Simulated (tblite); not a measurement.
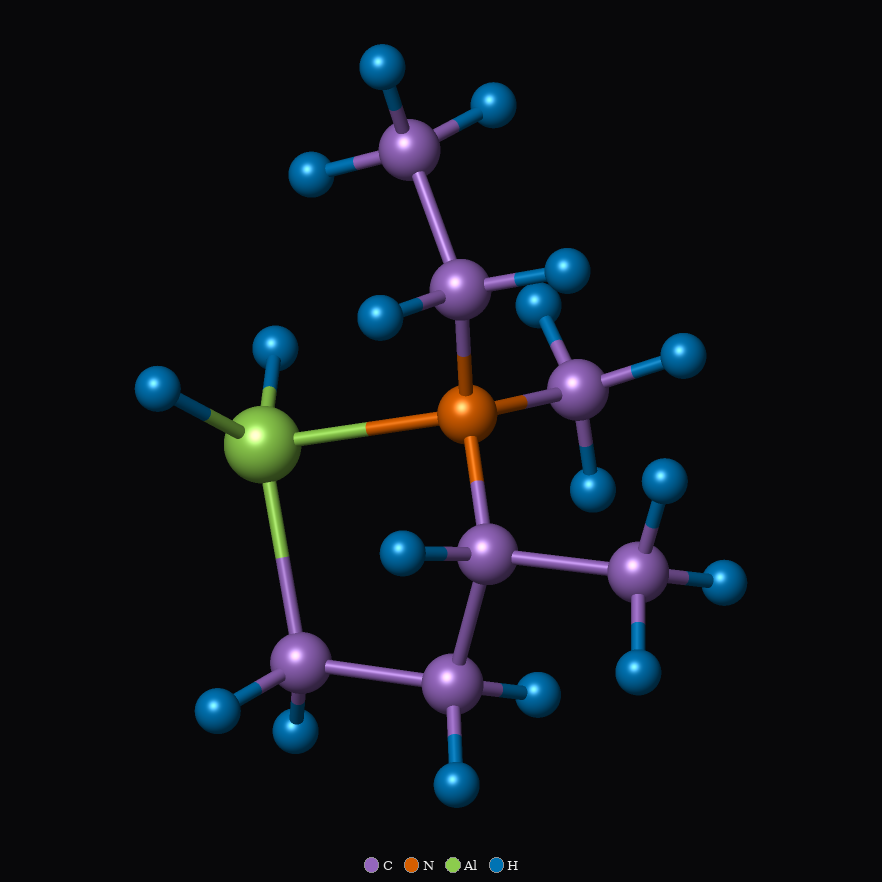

Simulated data, not a measurement (program: tblite).

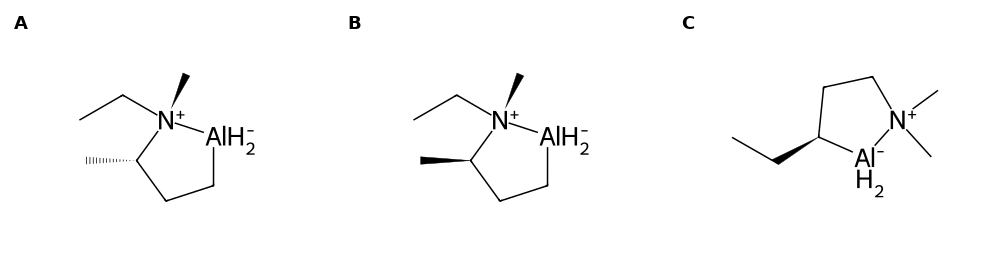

### Which structural formula matches the 3D model?

B, `CC[N@+]1(C)[AlH2-][CH2]C[C@H]1C`.
